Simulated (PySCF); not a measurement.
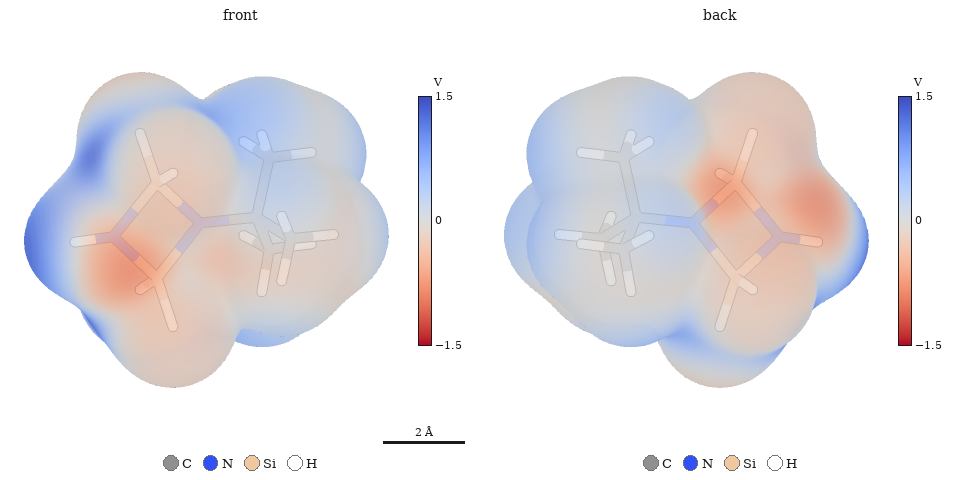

*C$_{4}$H$_{14}$N$_{2}$Si$_{2}$ (SMILES CC(C)(C)N1[SiH2]N[SiH2]1). The molecular electrostatic potential painted on the density surface at 0.001 e/bohr³, seen from the front and from behind; red is negative and blue positive.*

Geometry: GFN2-xTB.

These are results of PBE0/pcSseg-1, SCF density, gas phase, non-relativistic in PySCF, not measurements.

```yaml
atoms:
  - { symbol: C, position_ang: [-1.2546, 0.3311, 1.5205] }
  - { symbol: C, position_ang: [-0.8146, -0.1194, 0.1243] }
  - { symbol: C, position_ang: [-1.2188, -1.5807, -0.0923] }
  - { symbol: C, position_ang: [-1.5031, 0.7589, -0.9320] }
  - { symbol: N, position_ang: [0.6146, 0.0013, 0.0130] }
  - { symbol: Si, position_ang: [1.7155, 1.2037, 0.6304] }
  - { symbol: N, position_ang: [2.8602, 0.3771, -0.3825] }
  - { symbol: Si, position_ang: [1.7532, -0.7858, -1.0466] }
  - { symbol: H, position_ang: [-1.0065, 1.3793, 1.6675] }
  - { symbol: H, position_ang: [-0.7362, -0.2529, 2.2764] }
  - { symbol: H, position_ang: [-2.3274, 0.2020, 1.6458] }
  - { symbol: H, position_ang: [-0.9452, -1.8966, -1.0960] }
  - { symbol: H, position_ang: [-0.6998, -2.2163, 0.6203] }
  - { symbol: H, position_ang: [-2.2915, -1.7058, 0.0363] }
  - { symbol: H, position_ang: [-1.1903, 0.4496, -1.9263] }
  - { symbol: H, position_ang: [-1.2157, 1.7976, -0.7891] }
  - { symbol: H, position_ang: [-2.5852, 0.6765, -0.8586] }
  - { symbol: H, position_ang: [1.9770, 1.0913, 2.0644] }
  - { symbol: H, position_ang: [1.4584, 2.5849, 0.2183] }
  - { symbol: H, position_ang: [3.8420, 0.5160, -0.5247] }
  - { symbol: H, position_ang: [2.0386, -2.1736, -0.6880] }
  - { symbol: H, position_ang: [1.5190, -0.6187, -2.4818] }
```

Q: Which sites attract a positive test charge, and which a negative one?

A: A positive charge is drawn to the negative regions and a negative charge to the positive ones. The most negative region (about −0.7 V) lies over N5 and N7, the most positive (about +1.1 V) over Si6, Si8 and H20.

Q: How polar is the molecule by this calculation?

A: Its dipole moment is 0.08 D.
